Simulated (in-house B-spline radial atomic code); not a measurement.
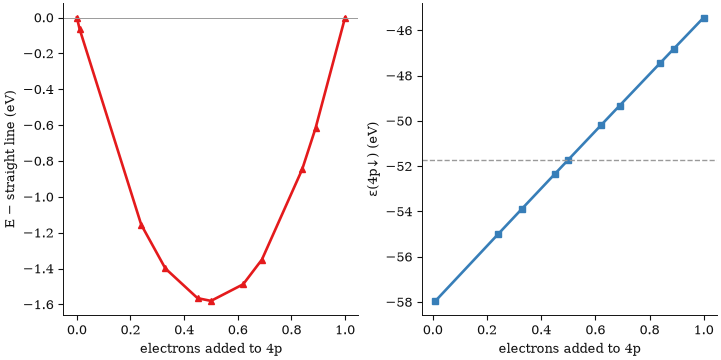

All numbers are computed, not measured: scalar-relativistic (spin-free one-electron X2C) PBE, spin-polarised, spherical fractional occupations, Fermi nucleus, basis-set limit (an in-house B-spline radial code). The occupation of the 4p shell is varied from Rb⁴⁺ ([Ar] 3d10 4s2 4p3 (high spin)) to Rb³⁺ ([Ar] 3d10 4s2 4p4 (high spin)), with spherical fractional occupations. The plot shows the total energy less the straight line between the end points, and the eigenvalue of 4p↓ (the dashed line is minus the energy to take the whole electron out).

**Is the energy convex or concave in the occupation, and by how much?**

The curve is convex (below the straight line), with the largest deviation among the points computed, −1.58 eV, at 0.5. The end points differ by 51.7 eV, the energy to take the electron out. The eigenvalue, which is the slope of the energy (Janak's theorem), moves from −57.9 eV at 0.01 to −45.4 eV at 1; for a straight line it would stay constant, and a parabola would sag by an eighth of this change, scaled to a whole electron, 1.58 eV. Convexity is the mark of the delocalisation error, which puts fractional charges too low; for p, d and f shells the spherical spreading of the fraction adds to it.
